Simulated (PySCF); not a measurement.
1,1,1,3,3-pentafluoropropane, SMILES FC(F)CC(F)(F)F, singlet at its B3LYP/def2-SVP optimised geometry (Å):

```
11

F     -1.7054     1.7640     0.2771
C     -1.3654     0.4519     0.1890
F     -2.0131    -0.0789    -0.8779
C      0.1378     0.3515     0.0000
C      0.6710    -1.0668     0.0000
F      0.2635    -1.7640    -1.0674
F      2.0131    -1.0668     0.0000
F      0.2663    -1.7357     1.0991
H     -1.7180    -0.0634     1.0991
H      0.4084     0.8327    -0.9516
H      0.6320     0.8968     0.8169
```

Level of theory: B3LYP/def2-TZVP (PySCF).

Map of the deformation density (molecule minus spherical neutral atoms) (e/bohr³) on the plane z = 1.5 Å:

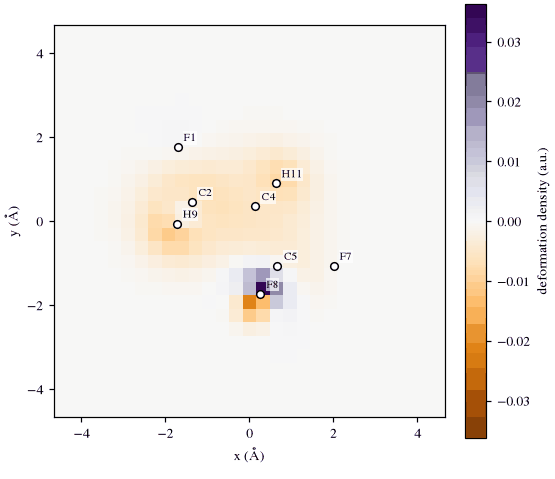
*Deformation density (molecule minus spherical neutral atoms) (e/bohr³) on the plane z = 1.5 Å.*
